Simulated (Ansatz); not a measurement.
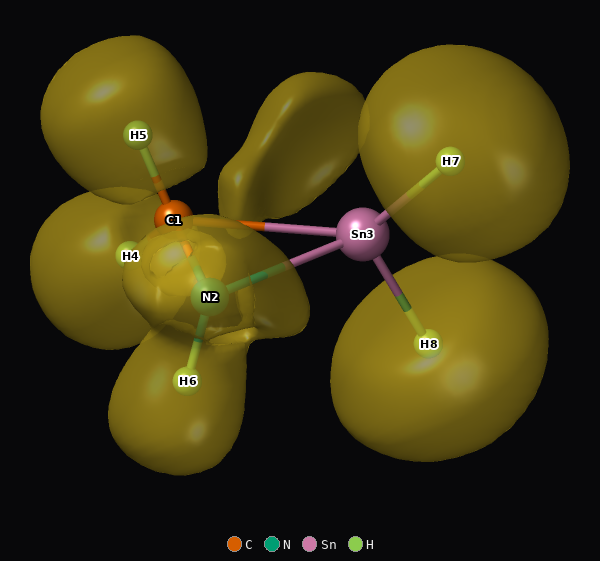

Figure 1: CH₅NSn. Isosurface of the electron localisation function at 0.75 (yellow), seen at a tilt. Only the valence region is drawn (cores and ρ < 0.01 e/Å³ removed).

Core potentials replace the inner electrons of Sn.

All numbers below come from Ansatz 0.2.0, RHF/def2-SVP.

Input

```
crystal:
  periodic: [false, false, false]
  atoms:
    - { symbol: C, position_ang: [-0.6492, 0.344, -0.6787] }
    - { symbol: "N", position_ang: [-0.1126, 1.0241, 0.4317] }
    - { symbol: Sn, position_ang: [0.7758, -0.8611, 0.0795] }
    - { symbol: H, position_ang: [-1.6716, 0.0703, -0.519] }
    - { symbol: H, position_ang: [-0.4369, 0.8951, -1.657] }
    - { symbol: H, position_ang: [-0.7378, 0.9144, 1.257] }
    - { symbol: H, position_ang: [2.4849, -0.566, -0.4098] }
    - { symbol: H, position_ang: [0.4396, -1.8779, 1.4406] }
basis:
  gaussian: { orbitals: def2-SVP }
hamiltonian:
  xc: hf
relax:
  f_tol: 0.02
  max_steps: 50
output:
  orbitals: {}
```

Run with:

```sh
ansatz run input.yaml --threads 1 --pin off --max-ram 2048MiB --backend cpu --events-out ev --progress --plain --runs-dir out
```

The fields are those of the relaxed geometry.

Question: Describe the localisation domains.

Answer: At this value the surface marks out four regions around hydrogen nuclei, one lobe on Sn, pointing away from the bonds (lone pairs) and one joined region spread over several atoms (H, N), in which their bonds and any lone pairs are merged. Along the contacts the grid gives the following. C–N (1.42 Å): the ELF peaks at about 0.95 between the atoms (localised, covalent bonding). Sn–N (2.11 Å): the ELF peaks at about 0.80 in the valence shell of N, 0.6 Å from its nucleus, and drops to about 0.10 between the two atoms.
